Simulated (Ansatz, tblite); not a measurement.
# TiHF3: removing and adding an electron

Aim: the energy of removing and adding an electron for TiHF3, by energy differences, and how well orbital energies stand in for it.

The runs use Ansatz 0.2.0, Gaussian basis; as each input shows.

The runs, in order: charge +1 doublet, at the geometry of the singlet (PBE0-D4/def2-TZVP, PBE-D4/def2-TZVP, r2SCAN-D4/def2-TZVP); charge -1 doublet, at the geometry of the singlet (PBE0-D4/def2-TZVPD, PBE-D4/def2-TZVPD, r2SCAN-D4/def2-TZVPD); the starting singlet's energies come from earlier runs.

**1. The relaxed structure**

The geometry is that of the singlet, from an earlier relaxation (PBE-D4/def2-TZVP).

5 atoms, charge 0, spin multiplicity 1.

Atoms are counted from 1 here; the program's logs count them from 0.

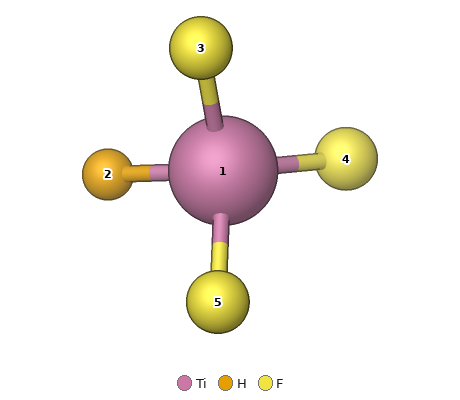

The geometry (titanium pink, hydrogen amber, fluorine yellow); atoms are numbered from 1 in the order of the file.

Formally the metal is d0. No spin-orbit coupling is included.

**2. Charge +1 doublet at the fixed geometry, first pass, PBE0-D4/def2-SVP**

Contents of in.yaml:

```yaml
crystal:
  periodic: [false, false, false]
  atoms:
    - {symbol: Ti, position_ang: [-0.000331, 0.000553, -0.057890]}
    - {symbol: H, position_ang: [0.009003, -0.015574, 1.636291]}
    - {symbol: F, position_ang: [1.690206, 0.009120, -0.535374]}
    - {symbol: F, position_ang: [-0.852944, 1.469182, -0.507518]}
    - {symbol: F, position_ang: [-0.845934, -1.463280, -0.535510]}
basis:
  gaussian: {orbitals: def2-SVP}
total_charge: 1
magnetization: {spin_polarized: true, initial_magnetization: 1}
hamiltonian: {xc: pbe0, dispersion: d4}
output: {orbitals: {seedname: orbitals}}
```

The run is started by

```bash
$ ansatz run in.yaml --threads 4 --pin off --events-out ev --progress --plain --max-ram 3916MiB
```

What it wrote:

```text
Functional definition: PBE0
  name "PBE0"
  cite "Adamo & Barone, J. Chem. Phys. 110, 6158 (1999) doi:10.1063/1.478522"
  cite "Perdew, Burke & Ernzerhof, Phys. Rev. Lett. 77, 3865 (1996) doi:10.1103/PhysRevLett.77.3865"
  parent pbe
  parameter a = 0.25
  parameter kappa = 0.804
  parameter beta = 0.06672455060314922
  exchange = (1 - a)*pbe_x(kappa = kappa, mu = beta*pi^2/3) + a*exact_x
  correlation = pbe_c(beta = beta)
781 factors; integrals over basis functions are off by at most 1.4e-3 eV
mean field evaluation 1: about -31231.1996 eV, gradient 7.5e1 eV
mean field evaluation 2: about -30659.6959 eV, gradient 3.6e2 eV
mean field evaluation 4: about -31250.6341 eV, gradient 2.0e1 eV
mean field evaluation 8: about -31252.3272 eV, gradient 1.1e0 eV
mean field evaluation 16: about -31252.3322 eV, gradient 8.4e-4 eV
mean field -31252.33220452 eV, -1148.5020249246 hartree, gradient 4.7e-5 eV, S^2 0.750714; 0 other end points of the search recorded, 0 dependent functions left out
reference -31252.33229785 eV, -1148.5020283543 hartree; 25, 24 occupied and 53, 54 virtual orbitals, 781 factors
Total energy: -31252.38243498 eV, -1148.5038708597 hartree
```

Wall time 1.1 s (4 threads of Intel Xeon at 2.60GHz, shared host).

Report: HOMO -18.69 eV, LUMO -13.74 eV (over both spins); ⟨S²⟩ 0.751 (pure: 0.75).

**3. Charge +1 doublet at the fixed geometry, PBE0-D4/def2-TZVP**

start.molden holds the orbitals of an earlier run on this state, given as this run's starting guess.

in.yaml: that of step 2 with these lines changed.

```diff
@@ -9,3 +9,3 @@
 basis:
-  gaussian: {orbitals: def2-SVP}
+  gaussian: {orbitals: def2-TZVP, initial_orbitals: start.molden}
 total_charge: 1
@@ -13,2 +13,3 @@
 hamiltonian: {xc: pbe0, dispersion: d4}
+scf: {omitted_lower_state_checks: [starts]}
 output: {orbitals: {seedname: orbitals}}
```

The command is unchanged.

What it wrote:

```text
Functional definition: PBE0
  name "PBE0"
  cite "Adamo & Barone, J. Chem. Phys. 110, 6158 (1999) doi:10.1063/1.478522"
  cite "Perdew, Burke & Ernzerhof, Phys. Rev. Lett. 77, 3865 (1996) doi:10.1103/PhysRevLett.77.3865"
  parent pbe
  parameter a = 0.25
  parameter kappa = 0.804
  parameter beta = 0.06672455060314922
  exchange = (1 - a)*pbe_x(kappa = kappa, mu = beta*pi^2/3) + a*exact_x
  correlation = pbe_c(beta = beta)
these checks for a lower state are left out or cut short: starts
978 factors; their error is unknown
mean field evaluation 1: about -31261.1460 eV, gradient 1.5e2 eV
mean field evaluation 2: about -31265.3750 eV, gradient 4.6e0 eV
mean field evaluation 4: about -31265.6375 eV, gradient 1.5e-1 eV
mean field evaluation 8: about -31265.6377 eV, gradient 2.6e-5 eV
mean field -31265.63767608 eV, -1148.9909919855 hartree, gradient 2.6e-5 eV, S^2 0.750729; 0 other end points of the search recorded, 0 dependent functions left out
reference -31265.63770533 eV, -1148.9909930603 hartree; 25, 24 occupied and 119, 120 virtual orbitals, 978 factors
Total energy: -31265.68784245 eV, -1148.9928355657 hartree
Checks for a lower state left out: starts
```

Wall time 1.8 s (4 threads of Intel Xeon at 2.60GHz, shared host).

HOMO -18.67 eV, LUMO -13.68 eV (over both spins); ⟨S²⟩ 0.751 (pure: 0.75).

**4. Charge +1 doublet at the fixed geometry, PBE-D4/def2-TZVP**

in.yaml: that of step 3 with these lines changed.

```diff
@@ -12,3 +12,3 @@
 magnetization: {spin_polarized: true, initial_magnetization: 1}
-hamiltonian: {xc: pbe0, dispersion: d4}
+hamiltonian: {xc: pbe, dispersion: d4}
 scf: {omitted_lower_state_checks: [starts]}
```

Launched as before.

What it wrote:

```text
Functional definition: PBE
  name "PBE"
  cite "Perdew, Burke & Ernzerhof, Phys. Rev. Lett. 77, 3865 (1996) doi:10.1103/PhysRevLett.77.3865"
  parent pbe
  parameter kappa = 0.804
  parameter beta = 0.06672455060314922
  exchange = pbe_x(kappa = kappa, mu = beta*pi^2/3)
  correlation = pbe_c(beta = beta)
these checks for a lower state are left out or cut short: starts
925 factors; their error is unknown
mean field evaluation 1: about -31265.9943 eV, gradient 8.5e0 eV
mean field evaluation 2: about -31266.2319 eV, gradient 3.2e-1 eV
mean field evaluation 4: about -31266.2297 eV, gradient 5.4e-2 eV
mean field evaluation 8: about -31266.2297 eV, gradient 2.1e-5 eV
mean field -31266.22969066 eV, -1149.0127481200 hartree, gradient 2.1e-5 eV, S^2 0.750604; 0 other end points of the search recorded, 0 dependent functions left out
reference -31266.22973337 eV, -1149.0127496898 hartree; 25, 24 occupied and 119, 120 virtual orbitals, 925 factors
Total energy: -31266.28973405 eV, -1149.0149546739 hartree
Checks for a lower state left out: starts
```

Run time: 1.3 s. Hardware: 4 threads of Intel Xeon at 2.60GHz, shared host.

Report: HOMO -16.64 eV, LUMO -14.37 eV (over both spins); ⟨S²⟩ 0.751 (pure: 0.75).

**5. Charge +1 doublet at the fixed geometry, r2SCAN-D4/def2-TZVP**

in.yaml: that of step 4 with these lines changed.

```diff
@@ -12,3 +12,3 @@
 magnetization: {spin_polarized: true, initial_magnetization: 1}
-hamiltonian: {xc: pbe, dispersion: d4}
+hamiltonian: {xc: r2scan, dispersion: d4}
 scf: {omitted_lower_state_checks: [starts]}
```

Same command.

What it wrote:

```text
Functional definition: r2SCAN
  name "r2SCAN"
  cite "Furness, Kaplan, Ning, Perdew & Sun, J. Phys. Chem. Lett. 11, 8208 (2020) doi:10.1021/acs.jpclett.0c02405"
  cite "Furness, Kaplan, Ning, Perdew & Sun, J. Phys. Chem. Lett. 11, 9248 (2020) doi:10.1021/acs.jpclett.0c03077"
  parent r2scan
  parameter k0 = 0.174
  parameter k1 = 0.065
  parameter a1 = 4.9479
  exchange = r2scan_x(k0 = k0, k1 = k1, a1 = a1)
  correlation = r2scan_c
these checks for a lower state are left out or cut short: starts
925 factors; their error is unknown
mean field evaluation 1: about -31275.4226 eV, gradient 4.5e0 eV
mean field evaluation 2: about -31275.5075 eV, gradient 1.3e-1 eV
mean field evaluation 4: about -31275.5022 eV, gradient 2.3e-4 eV
mean field -31275.50219404 eV, -1149.3535063342 hartree, gradient 1.6e-5 eV, S^2 0.750759; 0 other end points of the search recorded, 0 dependent functions left out
reference -31275.50220723 eV, -1149.3535068190 hartree; 25, 24 occupied and 119, 120 virtual orbitals, 925 factors
Total energy: -31275.51581613 eV, -1149.3540069367 hartree
Checks for a lower state left out: starts
```

Run time: 2.4 s. Hardware: 4 threads of Intel Xeon at 2.60GHz, shared host.

HOMO -17.14 eV, LUMO -14.69 eV (over both spins); ⟨S²⟩ 0.751 (pure: 0.75).

**6. Vertical ionisation energy**

Charged state less starting state, singlet to doublet; the starting state's energies are those of its earlier runs.

| level | vertical ionisation energy (eV) | time |
| --- | --- | --- |
| PBE-D4/def2-TZVP | +11.93 | 2 s |
| r2SCAN-D4/def2-TZVP | +12.08 | 4.1 s |
| PBE0-D4/def2-TZVP | +12.29 | 2.8 s |

Times add the two runs; a level without a time comes out of a correlated run.

Beside −ε(HOMO) of the starting state:

| level | −ε(HOMO) (eV) | by difference (eV) | mismatch (eV) |
| --- | --- | --- | --- |
| PBE-D4/def2-TZVP | 8.19 | 11.93 | -3.75 |
| r2SCAN-D4/def2-TZVP | 8.62 | 12.08 | -3.46 |
| PBE0-D4/def2-TZVP | 9.82 | 12.29 | -2.47 |

**7. Charge -1 doublet at the fixed geometry, first pass, PBE0-D4/def2-SVP**

in.yaml: that of step 5 with these lines changed.

```diff
@@ -9,7 +9,6 @@
 basis:
-  gaussian: {orbitals: def2-TZVP, initial_orbitals: start.molden}
-total_charge: 1
+  gaussian: {orbitals: def2-SVP}
+total_charge: -1
 magnetization: {spin_polarized: true, initial_magnetization: 1}
-hamiltonian: {xc: r2scan, dispersion: d4}
-scf: {omitted_lower_state_checks: [starts]}
+hamiltonian: {xc: pbe0, dispersion: d4}
 output: {orbitals: {seedname: orbitals}}
```

Same command.

What it wrote, cut to the lines that bear on the results:

```text
Functional definition: PBE0
  name "PBE0"
  cite "Adamo & Barone, J. Chem. Phys. 110, 6158 (1999) doi:10.1063/1.478522"
  cite "Perdew, Burke & Ernzerhof, Phys. Rev. Lett. 77, 3865 (1996) doi:10.1103/PhysRevLett.77.3865"
  parent pbe
[...]
781 factors; integrals over basis functions are off by at most 1.4e-3 eV
[...]
mean field -31265.39244386 eV, -1148.9819798676 hartree, gradient 3.7e-6 eV, S^2 0.752157; 6 other end points of the search recorded, 0 dependent functions left out
reference -31265.39250426 eV, -1148.9819820874 hartree; 26, 25 occupied and 52, 53 virtual orbitals, 781 factors
Total energy: -31265.47050762 eV, -1148.9848486581 hartree
```

Run time: 6.5 s. Hardware: 4 threads of Intel Xeon at 2.60GHz, shared host.

Report: HOMO 1.81 eV, LUMO 4.53 eV (over both spins); ⟨S²⟩ 0.752 (pure: 0.75). Doubts: highest occupied level lies above zero.

**8. Charge -1 doublet at the fixed geometry, PBE0-D4/def2-TZVPD**

in.yaml: that of step 7 with these lines changed.

```diff
@@ -9,3 +9,3 @@
 basis:
-  gaussian: {orbitals: def2-SVP}
+  gaussian: {orbitals: def2-TZVPD, initial_orbitals: start.molden}
 total_charge: -1
@@ -13,2 +13,3 @@
 hamiltonian: {xc: pbe0, dispersion: d4}
+scf: {omitted_lower_state_checks: [starts]}
 output: {orbitals: {seedname: orbitals}}
```

Same command.

What it wrote:

```text
Functional definition: PBE0
  name "PBE0"
  cite "Adamo & Barone, J. Chem. Phys. 110, 6158 (1999) doi:10.1063/1.478522"
  cite "Perdew, Burke & Ernzerhof, Phys. Rev. Lett. 77, 3865 (1996) doi:10.1103/PhysRevLett.77.3865"
  parent pbe
  parameter a = 0.25
  parameter kappa = 0.804
  parameter beta = 0.06672455060314922
  exchange = (1 - a)*pbe_x(kappa = kappa, mu = beta*pi^2/3) + a*exact_x
  correlation = pbe_c(beta = beta)
these checks for a lower state are left out or cut short: starts
1132 factors; their error is unknown
mean field evaluation 1: about -31274.0306 eV, gradient 1.5e2 eV
mean field evaluation 2: about -31278.5351 eV, gradient 5.8e0 eV
mean field evaluation 4: about -31278.9465 eV, gradient 4.0e-3 eV
mean field evaluation 8: about -31279.0862 eV, gradient 1.7e-5 eV
mean field -31279.08623546 eV, -1149.4852174272 hartree, gradient 1.9e-6 eV, S^2 0.752277; 0 other end points of the search recorded, 0 dependent functions left out
reference -31279.08629369 eV, -1149.4852195670 hartree; 26, 25 occupied and 151, 152 virtual orbitals, 1132 factors
Total energy: -31279.16429705 eV, -1149.4880861376 hartree
Checks for a lower state left out: starts
```

Run time: 6.5 s. Hardware: 4 threads of Intel Xeon at 2.60GHz, shared host; peak memory 0.75 GiB.

HOMO 1.19 eV, LUMO 3.81 eV (over both spins); ⟨S²⟩ 0.752 (pure: 0.75). Doubts: highest occupied level lies above zero.

**9. Charge -1 doublet at the fixed geometry, PBE-D4/def2-TZVPD**

in.yaml: that of step 8 with these lines changed.

```diff
@@ -12,3 +12,3 @@
 magnetization: {spin_polarized: true, initial_magnetization: 1}
-hamiltonian: {xc: pbe0, dispersion: d4}
+hamiltonian: {xc: pbe, dispersion: d4}
 scf: {omitted_lower_state_checks: [starts]}
```

The command is unchanged.

What it wrote:

```text
Functional definition: PBE
  name "PBE"
  cite "Perdew, Burke & Ernzerhof, Phys. Rev. Lett. 77, 3865 (1996) doi:10.1103/PhysRevLett.77.3865"
  parent pbe
  parameter kappa = 0.804
  parameter beta = 0.06672455060314922
  exchange = pbe_x(kappa = kappa, mu = beta*pi^2/3)
  correlation = pbe_c(beta = beta)
these checks for a lower state are left out or cut short: starts
1068 factors; their error is unknown
mean field evaluation 1: about -31278.5386 eV, gradient 8.1e0 eV
mean field evaluation 2: about -31278.7760 eV, gradient 3.3e-1 eV
mean field evaluation 4: about -31278.7994 eV, gradient 4.4e-1 eV
mean field evaluation 8: about -31278.7967 eV, gradient 1.4e-3 eV
mean field evaluation 16: about -31278.7967 eV, gradient 3.7e-5 eV
mean field -31278.79667251 eV, -1149.4745761850 hartree, gradient 7.4e-6 eV, S^2 0.751942; 0 other end points of the search recorded, 0 dependent functions left out
reference -31278.79672970 eV, -1149.4745782866 hartree; 26, 25 occupied and 151, 152 virtual orbitals, 1068 factors
Total energy: -31278.88994167 eV, -1149.4780037635 hartree
Checks for a lower state left out: starts
```

Wall time 5 s (4 threads of Intel Xeon at 2.60GHz, shared host).

HOMO 2.78 eV, LUMO 2.96 eV (over both spins); ⟨S²⟩ 0.752 (pure: 0.75). Doubts: highest occupied level lies above zero.

**10. Charge -1 doublet at the fixed geometry, r2SCAN-D4/def2-TZVPD**

in.yaml: that of step 9 with these lines changed.

```diff
@@ -12,3 +12,3 @@
 magnetization: {spin_polarized: true, initial_magnetization: 1}
-hamiltonian: {xc: pbe, dispersion: d4}
+hamiltonian: {xc: r2scan, dispersion: d4}
 scf: {omitted_lower_state_checks: [starts]}
```

Launched as before.

What it wrote:

```text
Functional definition: r2SCAN
  name "r2SCAN"
  cite "Furness, Kaplan, Ning, Perdew & Sun, J. Phys. Chem. Lett. 11, 8208 (2020) doi:10.1021/acs.jpclett.0c02405"
  cite "Furness, Kaplan, Ning, Perdew & Sun, J. Phys. Chem. Lett. 11, 9248 (2020) doi:10.1021/acs.jpclett.0c03077"
  parent r2scan
  parameter k0 = 0.174
  parameter k1 = 0.065
  parameter a1 = 4.9479
  exchange = r2scan_x(k0 = k0, k1 = k1, a1 = a1)
  correlation = r2scan_c
these checks for a lower state are left out or cut short: starts
1068 factors; their error is unknown
mean field evaluation 1: about -31288.3156 eV, gradient 4.2e0 eV
mean field evaluation 2: about -31288.3891 eV, gradient 1.3e-1 eV
mean field evaluation 4: about -31288.3814 eV, gradient 4.7e-2 eV
mean field evaluation 8: about -31288.3814 eV, gradient 2.6e-5 eV
mean field -31288.38139888 eV, -1149.8268083821 hartree, gradient 5.2e-6 eV, S^2 0.753637; 0 other end points of the search recorded, 0 dependent functions left out
reference -31288.38145986 eV, -1149.8268106230 hartree; 26, 25 occupied and 151, 152 virtual orbitals, 1068 factors
Total energy: -31288.40320843 eV, -1149.8276098683 hartree
Checks for a lower state left out: starts
```

It took 9 s on 4 threads of Intel Xeon at 2.60GHz, shared host.

Report: HOMO 2.80 eV, LUMO 3.55 eV (over both spins); ⟨S²⟩ 0.754 (pure: 0.75). Doubts: highest occupied level lies above zero.

**11. Vertical electron affinity**

Starting state less charged state (positive: the electron is bound), singlet to doublet; the starting state's energies are those of its earlier runs.

| level | vertical electron affinity (eV) | time |
| --- | --- | --- |
| PBE-D4/def2-TZVPD | +0.57 | 6.1 s |
| r2SCAN-D4/def2-TZVPD | +0.70 | 11 s |
| PBE0-D4/def2-TZVPD | +1.08 | 8 s |

Times add the two runs; a level without a time comes out of a correlated run.

Beside −ε(LUMO) of the starting state:

```
               level  −ε(LUMO) (eV)  by difference (eV)  mismatch (eV)
   PBE-D4/def2-TZVPD           4.32                0.57          +3.75
r2SCAN-D4/def2-TZVPD           4.23                0.70          +3.52
  PBE0-D4/def2-TZVPD           3.22                1.08          +2.14
```

**12. Summary of results**

```
                                             quantity                                 value
 vertical ionisation energy, functionals in def2-TZVP  11.93 (PBE-D4) to 12.29 eV (PBE0-D4)
vertical electron affinity, functionals in def2-TZVPD    0.57 (PBE-D4) to 1.08 eV (PBE0-D4)
```

What this shows: The vertical ionisation energy spans 11.93 to 12.29 eV over the functionals. −ε(HOMO) misses the level's own difference by -2.47 eV at best (PBE0-D4) and -3.75 eV at worst (PBE-D4). The vertical electron affinity spans 0.57 to 1.08 eV over the functionals. The anion's highest level lies above zero where self-interaction lifts it, so diffuse functions weigh on these values. −ε(LUMO) misses the level's own difference by +2.14 eV at best (PBE0-D4) and +3.75 eV at worst (PBE-D4). The charged states' spins were chosen beforehand and needn't be their lowest.

The anion's highest level is positive in at least one run, so there the basis alone may hold the extra electron.
